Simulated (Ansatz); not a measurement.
The relaxed structure here is a generated cell of CsPbBr3: the first start was made by placing the elements on the sites of a structure type, and the end was not matched to a known phase here, so it may be hypothetical. Known forms of CsPbBr3 include space group No. 62, 221.

One stationary structure of CsPbBr₃. Space group R3c (No. 161). The numbers are results of PBEsol (plane waves to 420 eV, PAW, scalar-relativistic; Ansatz, a first-principles code), not measurements.

```cif
data_Br18Cs6Pb6
_chemical_formula_sum 'Cs6 Pb6 Br18'
_space_group_name_H-M_alt 'R3c :H'
_space_group_IT_number 161
_space_group_name_Hall 'R 3 -2"c'
_cell_length_a 8.33128
_cell_length_b 8.33128
_cell_length_c 19.76397
_cell_angle_alpha 90.000
_cell_angle_beta 90.000
_cell_angle_gamma 120.000
loop_
_atom_site_label
_atom_site_type_symbol
_atom_site_symmetry_multiplicity
_atom_site_Wyckoff_symbol
_atom_site_fract_x
_atom_site_fract_y
_atom_site_fract_z
_atom_site_occupancy
Cs1 Cs 6 a 0.00000 0.00000 0.27114 1
Pb1 Pb 6 a 0.00000 0.00000 0.01035 1
Br1 Br 18 b 0.10293 0.34156 0.08960 1
```
(The calculation used a cell of 10 atoms; values per cell refer to that cell.)

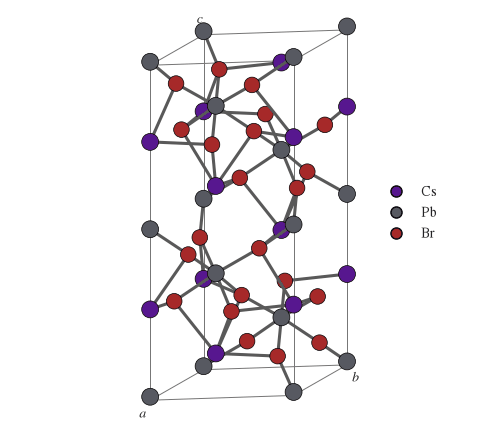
The conventional cell of the relaxed structure

```json
{
  "volume_per_atom": "39.60 Å³",
  "band_gap": "1.89 eV, direct at Γ (no spin-orbit coupling)",
  "shortest_distances": "Br–Pb 2.97 Å",
  "k-mesh": "5×5×5"
}
```

Band energies at high-symmetry points (eV from the VBM; labels of this space group; no spin-orbit coupling), from −5 eV up to 4.7 eV:

```json
[
 {"point": "Γ", "energies": "-3.97 -3.97 -3.78 -2.47 -2.47 -2.46 -2.13 -2.00 -2.00 -1.83 -1.83 -1.73 -1.73 -1.58 -1.47 -1.47 -1.40 0.00 1.89 1.89 1.89 3.56"},
 {"point": "T", "energies": "-3.18 -3.18 -3.18 -3.18 -2.71 -2.71 -2.13 -2.13 -2.13 -2.13 -2.06 -2.06 -1.71 -1.71 -1.71 -1.71 -1.30 -1.30 3.65 3.65 3.83 3.83 3.83 3.83"},
 {"point": "H2", "energies": "-3.76 -3.76 -3.05 -3.05 -2.61 -2.61 -2.16 -2.16 -1.97 -1.97 -1.91 -1.91 -1.81 -1.81 -1.62 -1.62 -1.04 -1.04 2.49 2.49 3.79 3.79"},
 {"point": "H0", "energies": "-3.76 -3.76 -3.05 -3.05 -2.61 -2.61 -2.16 -2.16 -1.97 -1.97 -1.91 -1.91 -1.81 -1.81 -1.62 -1.62 -1.04 -1.04 2.49 2.49 3.79 3.79"},
 {"point": "L", "energies": "-3.22 -3.22 -3.14 -3.14 -2.81 -2.81 -2.18 -2.18 -2.15 -2.15 -1.89 -1.89 -1.69 -1.69 -1.56 -1.56 -1.35 -1.35 3.45 3.45 3.73 3.73 3.93 3.93"},
 {"point": "S0", "energies": "-3.74 -3.61 -3.56 -2.70 -2.62 -2.57 -2.25 -2.11 -1.99 -1.95 -1.93 -1.89 -1.84 -1.74 -1.67 -1.51 -1.12 -1.00 2.52 2.73 2.95 4.51"},
 {"point": "S2", "energies": "-3.74 -3.61 -3.56 -2.70 -2.62 -2.57 -2.25 -2.11 -1.99 -1.95 -1.93 -1.89 -1.84 -1.74 -1.67 -1.51 -1.12 -1.00 2.52 2.73 2.95 4.51"},
 {"point": "F", "energies": "-3.89 -3.77 -3.68 -2.72 -2.51 -2.30 -2.19 -2.06 -2.03 -2.01 -1.96 -1.85 -1.85 -1.83 -1.71 -1.47 -1.16 -0.61 2.24 2.32 2.75"}
]
```

No spin polarisation in the result. Spin-orbit coupling is missing; with elements this heavy it can move band edges by tenths of an eV or more.

The run could not lose the symmetry of its start: the end is stationary, and may be a saddle point rather than a minimum.
